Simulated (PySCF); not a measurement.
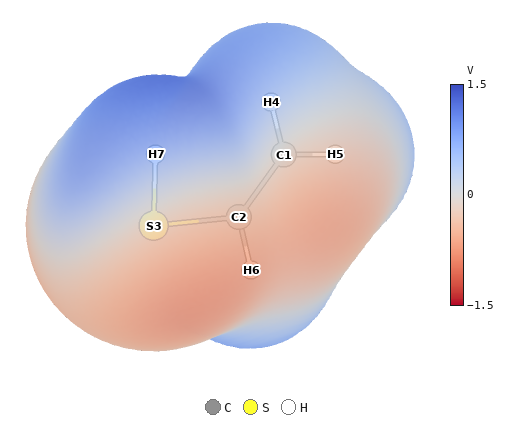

The picture shows: C2H4S (Ethenethiol). The electrostatic potential painted on the density surface at 0.001 e/bohr³, seen at a tilt; the colour scale runs from red (negative) to blue (positive).

Geometry: GFN2-xTB.

Method: KT2/pcSseg-1, SCF density, gas phase, non-relativistic (PySCF 2.14.0).

Input file:

```
{"job": {"kind": "nmr", "xc": "KT2", "basis": "pcSseg-1", "pop": false}, "charge": 0, "multiplicity": 1}
C     -0.772294    -0.229196     0.428541
C     -0.028234     0.552982    -0.333171
S      1.631561     0.245653    -0.803609
H     -0.402094    -1.154753     0.837163
H     -1.786179     0.036912     0.669186
H     -0.386592     1.481539    -0.748181
H      1.757166    -0.913519    -0.158240
```

Command:

```sh
OMP_NUM_THREADS=1 python ens_run.py task.json out
```

**Which sites attract a positive test charge, and which a negative one?**

A positive charge is drawn to the negative regions and a negative charge to the positive ones. The most negative region (about −0.7 V) lies over S3, the most positive (about +1.1 V) over H7.

**What dipole moment does the calculation give?**

Its dipole moment is 0.92 D.
